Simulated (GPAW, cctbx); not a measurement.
## Bonding in ZnCd3Te4 as X-rays see it

Question: by how much does bonding change the structure factors of ZnCd3Te4?

The cell is our own: ordered zincblende alloy in the eight-atom cube, 3 of 4 Zn sites given to Cd. All numbers below are calculated.

## Step 1: Relax the structure

The density hangs on the geometry, so cell and atoms are relaxed first, with the symmetry held. The cutoff is set higher than for the density because stress converges slowly with plane waves.

Settings: GPAW 26.7.0, PBE, 650 eV, 3×3×3 k-points, Fermi–Dirac width 0.02 eV, BFGS to 0.02 eV/Å.

```text
cell
1.0
     6.520000000    0.000000000    0.000000000
     0.000000000    6.520000000    0.000000000
     0.000000000    0.000000000    6.520000000
Cd Te Zn
3 4 1
Direct
0.000000000 0.000000000 0.500000000
0.000000000 0.500000000 0.000000000
0.500000000 0.000000000 0.000000000
0.250000000 0.250000000 0.750000000
0.250000000 0.750000000 0.250000000
0.750000000 0.250000000 0.250000000
0.750000000 0.750000000 0.750000000
0.500000000 0.500000000 0.500000000
```

```console
$ OMP_NUM_THREADS=1 mpirun -n 4 gpaw python run.py > gpaw.log
```

```text
BFGS:    0      -20.329095        0.679517
BFGS:    1      -20.354568        0.629412
BFGS:    2      -20.487913        0.133205
BFGS:    3      -20.492798        0.078633
...
BFGS:    6      -20.495058        0.037428
BFGS:    7      -20.495849        0.020370
BFGS:    8      -20.495962        0.005860
cell  6.4901 6.4901 6.4901  90.00 90.00 90.00
volume 273.369 A^3, largest force 0.003 eV/A, largest stress 0.01 GPa
```

After 8 steps the volume has changed by -1.4 % and the energy by -0.167 eV; the largest stress left is 0.01 GPa. It took 2 min on 4 cores of Arm Neoverse V2 (shared host), peak memory 1.6 GiB.

Relaxed structure: P-43m (no. 215), a = 6.4901 Å, b = 6.4901 Å, c = 6.4901 Å, α = 90.00°, β = 90.00°, γ = 90.00°.

| atom | mult. | x | y | z |
| --- | --- | --- | --- | --- |
| Te1 | 4 | 0.2602 | 0.2602 | 0.7398 |
| Cd1 | 3 | 0 | 0 | 1/2 |
| Zn1 | 1 | 1/2 | 1/2 | 1/2 |

## Step 2: Density and charge transfer

X-rays see the whole electron density, so the PAW density is rebuilt with its core regions. Subtracting spherical free atoms from the same code cancels the cores and leaves the deformation density Δρ, the part due to bonding.

Settings: PBE, 600 eV, 4×4×4 k-points, Fermi–Dirac width 0.02 eV; primitive cell of 8 atoms.

```console
$ OMP_NUM_THREADS=1 mpirun -n 4 gpaw python run.py > gpaw.log
```

```text
|iter:   1|       0s |  -21.265201 | +0.31 |       |
|iter:   2|       2s |  -21.145538 | -0.75 | -1.25 |
|iter:   3|       4s |  -20.595769 | -0.64 | -1.31 |
...
|iter:  10|      21s |  -20.522293c| -6.31 | -4.91c|
|iter:  11|      23s |  -20.522293c| -7.03 | -5.42c|
|iter:  12|      25s |  -20.522293c| -7.61c| -6.06c|
```

```text
grid (80, 80, 80)  electrons 382.000  moved by bonding 1.593 e
deformation density beyond 0.5 A of the nuclei: max 0.086, min -0.066 e/A^3
atom        x       y       z   Voronoi charge  moment
Te1    0.2602  0.2602  0.7398     -0.209       0.00
Te2    0.2602  0.7398  0.2602     -0.209       0.00
Te3    0.7398  0.2602  0.2602     -0.209       0.00
Te4    0.7398  0.7398  0.7398     -0.209       0.00
Cd5    0.0000  0.0000  0.5000      0.225       0.00
Cd6    0.0000  0.5000  0.0000      0.225       0.00
Cd7    0.5000  0.0000  0.0000      0.225       0.00
Zn8    0.5000  0.5000  0.5000      0.162       0.00
mean inner potential of superposed free atoms 13.395 V
total magnetic moment 0.000 muB
```

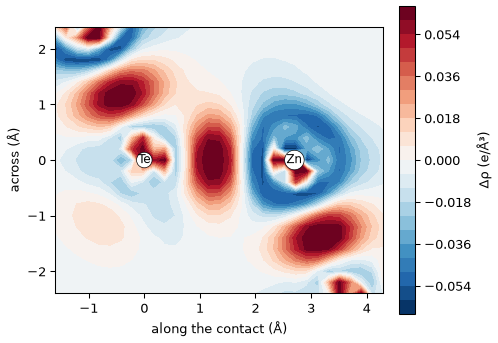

Deformation density in a plane through the shortest contact of the Te atom at the origin; red gains electrons, blue loses them.

Te gains most (-0.21 e) and Cd loses most (+0.23 e); Te is the most electronegative element, but the order of the others doesn't follow electronegativity. Such charges fall far short of formal ones, since overlapping free atoms already put density on their neighbours. Along the shortest contact from the Te atom at the map's origin, Te–Zn at 2.70 Å, Δρ is +0.08 e/Å³ at the midpoint: a modest build-up. At the midpoints of other shortest contacts it is +0.06 (Te–Cd, 2.85 Å) e/Å³. Point values carry grid noise of about 0.01 e/Å³. The run needed 12 iterations, 34 s.

## Step 3: Structure factors

The Fourier components of Δρ, added to those of the free atoms, give the static X-ray structure factors; the Mott–Bethe relation turns them into the Fourier components V of the potential that fast electrons feel.

```text
static structure factors of the conventional cell: F in electrons, V (Mott-Bethe) in volts
   h  k  l      d  |F| table  |F| free   |F| DFT   change   |V| free  |V| DFT  change %
   0  1  0  6.4901     4.582     4.599     4.541   -0.057     0.057    0.097     71.5
   0  1  1  4.5892    15.905    15.923    15.920   -0.002     0.432    0.433      0.2
   1  1  1  3.7471   239.921   240.047   240.257    0.210     7.114    7.060     -0.8
   0  2  0  3.2450    25.840    25.974    26.544    0.570     1.116    1.015     -9.0
   0  2  1  2.9025    26.321    26.342    26.352    0.009     0.688    0.686     -0.2
   1  2  1  2.6496    26.609    26.634    26.606   -0.028     0.691    0.694      0.5
   0  2  2  2.2946   296.753   296.595   296.235   -0.360     7.239    7.271      0.4
   1  2  2  2.1634     4.695     4.738     4.778    0.040     0.096    0.094     -2.6
   0  3  0  2.1634    44.332    44.406    44.397   -0.009     1.047    1.047      0.1
   0  3  1  2.0523    15.568    15.636    15.678    0.042     0.347    0.344     -0.9
   1  3  1  1.9568   198.121   197.970   197.577   -0.393     4.465    4.490      0.6
   2  2  2  1.8735    20.427    20.790    20.598   -0.192     0.479    0.493      2.9
   0  3  2  1.8000    15.268    15.190    15.128   -0.063     0.338    0.342      1.0
   1  3  2  1.7346    21.388    21.436    21.454    0.018     0.447    0.446     -0.2
```

The largest X-ray change is +0.57 e on 020, 2.2 % of |F|. For electrons V goes as (Z − F)/g², so a change of F counts against Z − F, which is small at low angle and wherever the atoms' terms cancel: |V| of 020 moves by -9.0 % (1.12 to 1.01 V) against +2.2 % in |F|. The last three rows still change by up to 0.19 e; the table stops while the angles are still low. The tabulated Hartree–Fock atoms differ from the free DFT atoms by up to 0.36 e, so the choice of reference atom matters too.

## Step 4: Answer

Bonding moves 1.59 e in the primitive cell of ZnCd3Te4 and changes the structure factors of the conventional cell in the table above by at most 0.57 e (020, 2.2 %). The shortest bond, Te–Zn, has Δρ = +0.08 e/Å³ at its midpoint. Limits: static density, frozen cores, no spin–orbit coupling.

[Outputs are excerpts: Python notices, other lines and further rows are left out; steps that failed or that the build refused (PBEsol, TPSS) are not shown.]

[Logs are printed without paths, hosts, clocks, repeated set-up lines and the standing remarks that a program may print on its own settings, such as how far it seeks lower states.]
